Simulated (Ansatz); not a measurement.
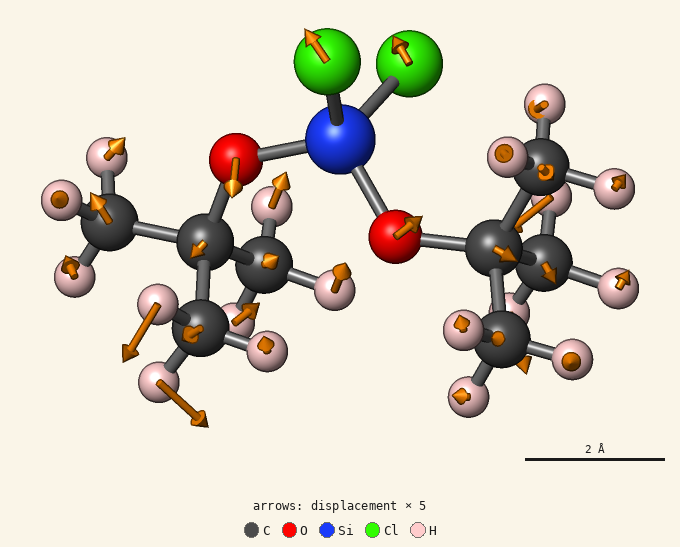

This is a relaxation of C8H18Cl2O2Si (coarse preliminary run). The starting structure is drawn; orange arrows show the displacements, magnified 5 times. The two geometries are superimposed by the best rigid fit.

The picture is a ball-and-stick view, seen at a tilt.

The start comes from a force field.

Method: RKS PBE-D4/def2-SVP in Ansatz 0.2.0.

Input file:
```yaml
crystal:
  periodic: [false, false, false]
  atoms:
    - {symbol: C, position_ang: [-3.223500, -0.561300, 2.071700]}
    - {symbol: C, position_ang: [-1.893800, -0.439400, 1.383000]}
    - {symbol: C, position_ang: [-1.583700, -1.834200, 0.829700]}
    - {symbol: C, position_ang: [-0.797800, 0.016400, 2.443300]}
    - {symbol: O, position_ang: [-2.048300, 0.547300, 0.346000]}
    - {symbol: Si, position_ang: [-0.960500, 0.930600, -0.825000]}
    - {symbol: Cl, position_ang: [-1.131700, 2.901500, -1.223600]}
    - {symbol: Cl, position_ang: [-1.474100, -0.099800, -2.492100]}
    - {symbol: O, position_ang: [0.598800, 0.621000, -0.344700]}
    - {symbol: C, position_ang: [1.755400, 0.487500, -1.192700]}
    - {symbol: C, position_ang: [1.864500, -0.939900, -1.751800]}
    - {symbol: C, position_ang: [2.952500, 0.719600, -0.233600]}
    - {symbol: C, position_ang: [1.823100, 1.550000, -2.359700]}
    - {symbol: H, position_ang: [-4.068800, -0.791700, 1.352700]}
    - {symbol: H, position_ang: [-3.570600, 0.446300, 2.460700]}
    - {symbol: H, position_ang: [-3.277500, -1.206000, 2.900000]}
    - {symbol: H, position_ang: [-1.575300, -2.559800, 1.638500]}
    - {symbol: H, position_ang: [-2.263900, -2.116000, 0.071900]}
    - {symbol: H, position_ang: [-0.543600, -1.881200, 0.416500]}
    - {symbol: H, position_ang: [-0.935900, -0.636100, 3.333100]}
    - {symbol: H, position_ang: [-1.100900, 1.036500, 2.766000]}
    - {symbol: H, position_ang: [0.174100, -0.037400, 2.044800]}
    - {symbol: H, position_ang: [1.141100, -1.115400, -2.575700]}
    - {symbol: H, position_ang: [1.730600, -1.670900, -0.988900]}
    - {symbol: H, position_ang: [2.893800, -1.125400, -2.223100]}
    - {symbol: H, position_ang: [2.864500, 1.742400, 0.206500]}
    - {symbol: H, position_ang: [3.900300, 0.587700, -0.718800]}
    - {symbol: H, position_ang: [2.926300, 0.014300, 0.603700]}
    - {symbol: H, position_ang: [1.104300, 1.392800, -3.111600]}
    - {symbol: H, position_ang: [1.782300, 2.577000, -1.979000]}
    - {symbol: H, position_ang: [2.830700, 1.436500, -2.852200]}
basis:
  gaussian: {orbitals: def2-SVP}
hamiltonian: {xc: pbe, dispersion: d4}
relax: {f_tol: 0.03, max_steps: 200}
```

Atoms of which element are displaced furthest, and by how much?

Answer. Hydrogen: up to 0.22 Å, against 0.16 Å for oxygen.

What happened in the run?

Answer. H20 moves most after the best rigid fit: 0.22 Å. Largest moves by element: H 0.22 Å, O 0.16 Å, Cl 0.12 Å, C 0.11 Å, Si 0.01 Å. Among the contacts that change: Si6–Cl8 2.026 → 2.085 Å, C2–C4 1.592 → 1.533 Å, C13–H29 1.052 → 1.108 Å, C3–H18 1.057 → 1.108 Å. Among the angles between lasting bonds that change: H14–C1–H15 99.8° → 108.2°, Si6–O9–C10 126.9° → 134.6°, C2–C1–H16 117.2° → 110.7°. The energy falls by 17.1 kcal/mol in 7 geometry steps. Largest force component: 3.3 eV/Å at the start, 0.023 eV/Å at the end.
